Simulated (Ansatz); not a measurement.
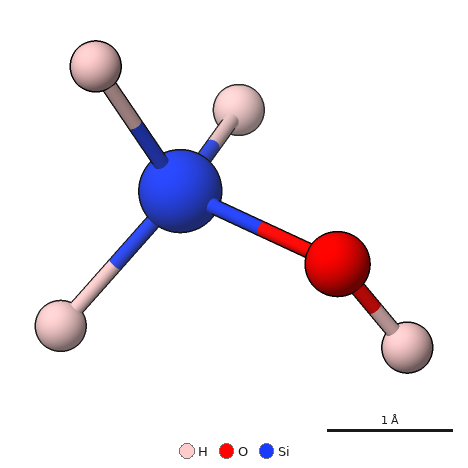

Ball-and-stick drawing of a structure.

The geometry was computed by an optimisation with PBE0-D4/def2-TZVP.

What is the molecular formula?

H₄OSi, 6 atoms: 4 hydrogen, 1 oxygen and 1 silicon.

Count the bonded pairs by element.

3 Si–H, 1 O–H, 1 O–Si. Sticks follow a distance rule.

What is the point group of this geometry?

Cs.

How many sets of symmetry-equivalent atoms are there?

5: 1 H, 1 O, 1 Si, 1 H, 2 H.

More results for the same structure follow; atom numbers are the same in all pictures, views and colours differ.

**Electronic properties**

Method: RKS PBE0-D4/def2-TZVP (Ansatz 0.2.0).

Predict the main results.

- dipole moment: 1.36 D
- harmonic zero-point energy: 100.9 kJ/mol

**Vibrations**

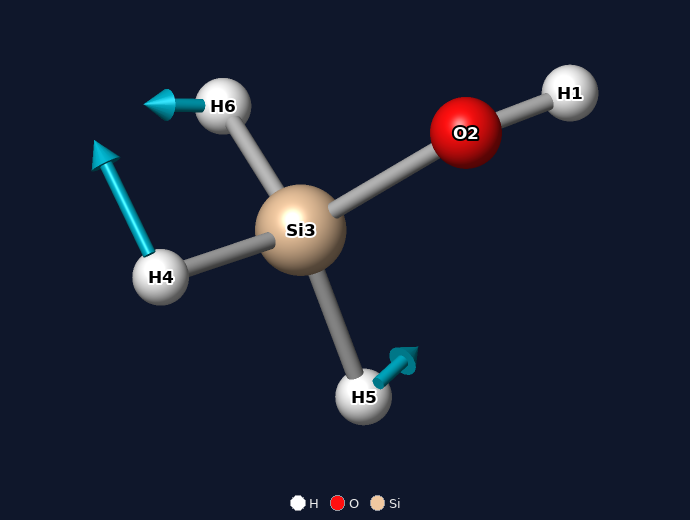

The arrows show one normal mode. Harmonic vibrations computed with RKS PBE0-D4/def2-TZVP (Ansatz 0.2.0) at a stationary point of the same level.

Describe the motion.

Mostly H–Si–H bending.

Estimate its harmonic wavenumber.

947 cm⁻¹; it is mode 6 of 12 counted from the lowest.

**Charges**

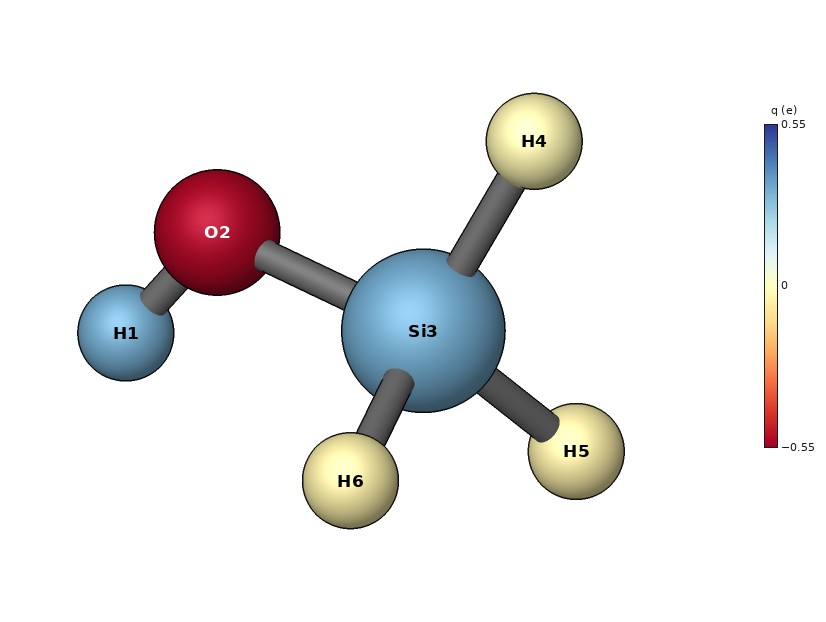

Atoms are coloured by their Mulliken charges. Properties computed with RKS PBE0-D4/def2-TZVP (Ansatz 0.2.0).

Which atom carries the highest charge (most positive or least negative)?

Si3 (0.33 e).

And the lowest?

O2 (−0.53 e).

Give the Mulliken charges atom by atom.

```json
{"atom": "H1", "value (e)": "0.32"}
{"atom": "O2", "value (e)": "−0.53"}
{"atom": "Si3", "value (e)": "0.33"}
{"atom": "H4", "value (e)": "−0.03"}
{"atom": "H5", "value (e)": "−0.05"}
{"atom": "H6", "value (e)": "−0.05"}
```

Mulliken values depend strongly on the basis set and can even reverse the polarity of a bond.
